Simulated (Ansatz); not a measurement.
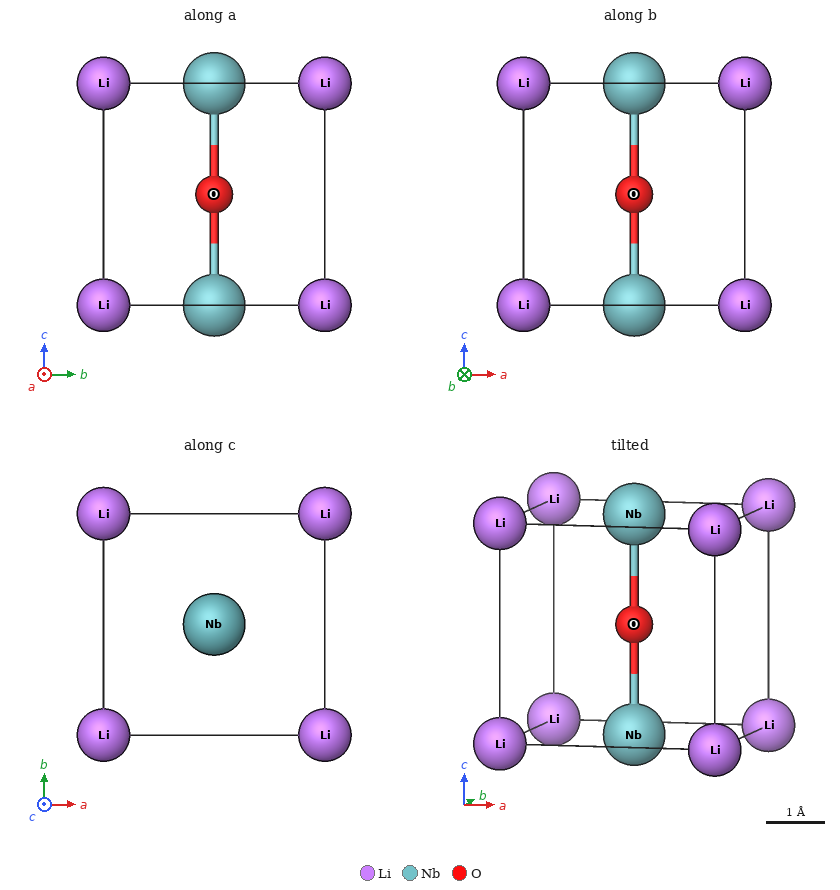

View along the a axis, along the b axis, along the c axis and slightly off an axis, drawn as a ball-and-stick model. The frame is the conventional unit cell; atoms at its boundary are shown with their periodic copies.

Lattice parameters: a = 3.8660 Å, b = 3.8660 Å, c = 3.8738 Å, α = 90.000°, β = 90.000°, γ = 90.000°.

Question: Give the structure in the form of a CIF with its space group and independent sites.

Answer:
```cif
data_structure
_symmetry_space_group_name_H-M 'P 4/m m m'
_symmetry_Int_Tables_number 123
_cell_length_a 3.8660
_cell_length_b 3.8660
_cell_length_c 3.8738
_cell_angle_alpha 90.000
_cell_angle_beta 90.000
_cell_angle_gamma 90.000
_cell_volume 57.90
loop_
_atom_site_label
_atom_site_type_symbol
_atom_site_symmetry_multiplicity
_atom_site_Wyckoff_symbol
_atom_site_fract_x
_atom_site_fract_y
_atom_site_fract_z
_atom_site_occupancy
Li1 Li 1 a 0.0000 0.0000 0.0000 1
Nb1 Nb 1 c 0.5000 0.5000 0.0000 1
O1 O 1 d 0.5000 0.5000 0.5000 1
```

The structure comes from a structure type filled with these elements by a generator (whether the compound takes this form wasn't checked). What is shown is the relaxed result from DFT PBE, scalar-relativistic, plane waves, PAW (Ansatz).
